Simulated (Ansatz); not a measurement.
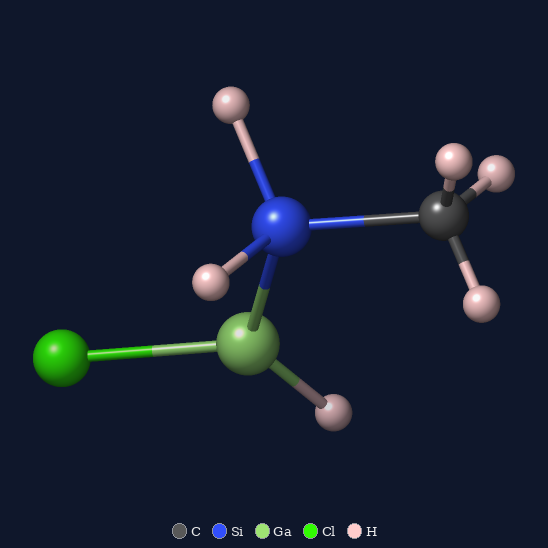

The picture shows a molecular structure as a ball-and-stick model.

Computed geometry: PBE0-D4/def2-TZVP optimisation.

What is the molecular formula?

Answer. CH₆ClGaSi, 10 atoms: 1 carbon, 6 hydrogen, 1 chlorine, 1 gallium and 1 silicon.

Name functional groups in it.

Answer. Among them: Si–H bond.

Count the bonded pairs by element.

Answer. 3 C–H, 2 Si–H, 1 C–Si, 1 Ga–Si, 1 Cl–Ga, 1 Ga–H.

How many atoms are distinct by symmetry?

Answer. 8: 1 C, 1 Si, 1 Ga, 1 Cl, 2 H, 1 H, 2 H, 1 H.

More results for the same structure follow; atom numbers are the same in all pictures, views and colours differ.

## Geometry

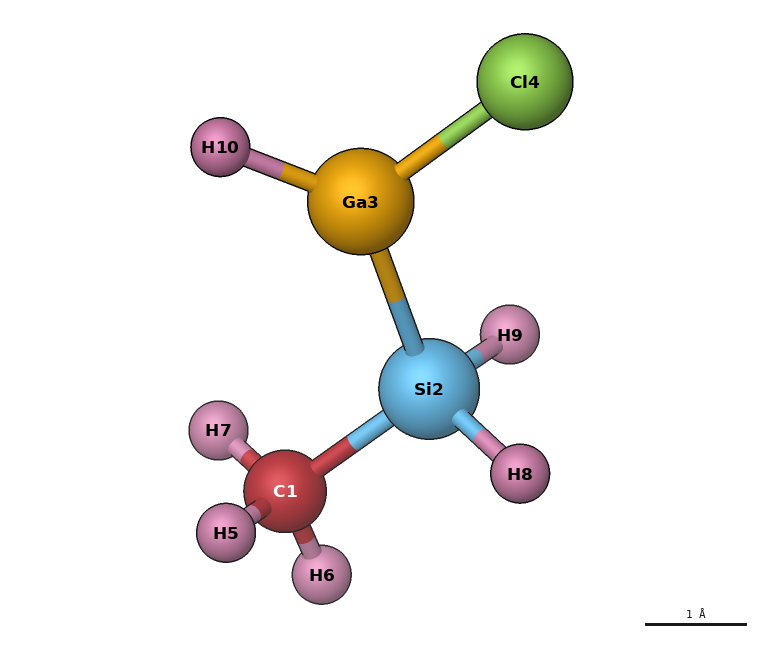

Give the bond lengths.

| bond | length (Å) |
| --- | --- |
| C1–Si2 | 1.877 |
| C1–H5 | 1.092 |
| C1–H6 | 1.092 |
| C1–H7 | 1.092 |
| Si2–Ga3 | 2.407 |
| Si2–H8 | 1.490 |
| Si2–H9 | 1.490 |
| Ga3–Cl4 | 2.165 |
| Ga3–H10 | 1.568 |

## Vibrations

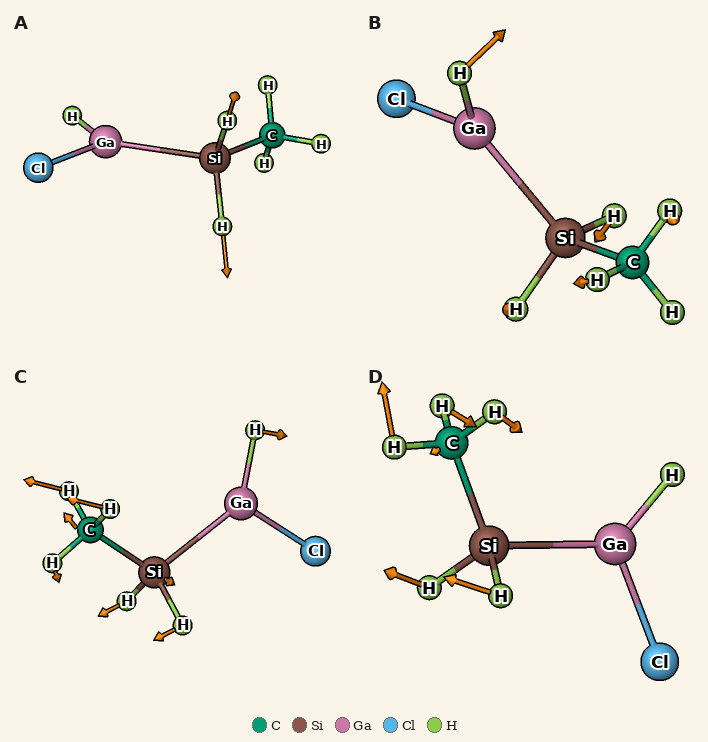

4 normal modes of one molecule or complex, as arrows. Harmonic vibrations computed with RKS PBE0-D4/def2-TZVP (Ansatz 0.2.0) at a stationary point of the same level.

Match the panels to the wavenumbers 453 cm⁻¹, 718 cm⁻¹, 872 cm⁻¹, 2201 cm⁻¹.

Answer. A: 2201 cm⁻¹, in-phase stretching of 2 Si–H bonds
B: 453 cm⁻¹
C: 718 cm⁻¹
D: 872 cm⁻¹, angle bending

## Electronic properties

Method: RKS HSE06 (plane-wave form)-D4/def2-TZVPP (Ansatz 0.2.0).

Predict the main results.

- HOMO energy (Kohn–Sham orbital): −7.16 eV
- LUMO energy (Kohn–Sham orbital): −2.34 eV
- HOMO–LUMO gap: 4.83 eV
- dispersion correction: −18.0 kJ/mol

## Charges

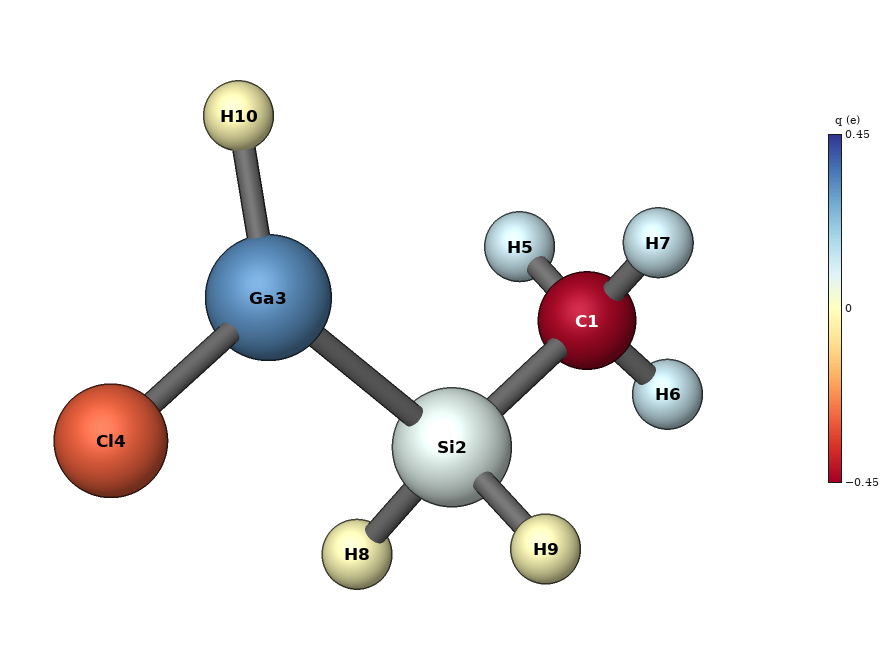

Atoms are coloured by their Mulliken charges. Properties computed with RKS ωB97M-V/def2-TZVPP (Ansatz 0.2.0).

Give the Mulliken charges atom by atom.

```tsv
atom	value (e)
C1	−0.44
Si2	0.08
Ga3	0.31
Cl4	−0.29
H5	0.12
H6	0.13
H7	0.12
H8	−0.01
H9	−0.01
H10	−0.02
```

Mulliken values depend strongly on the basis set and can even reverse the polarity of a bond.
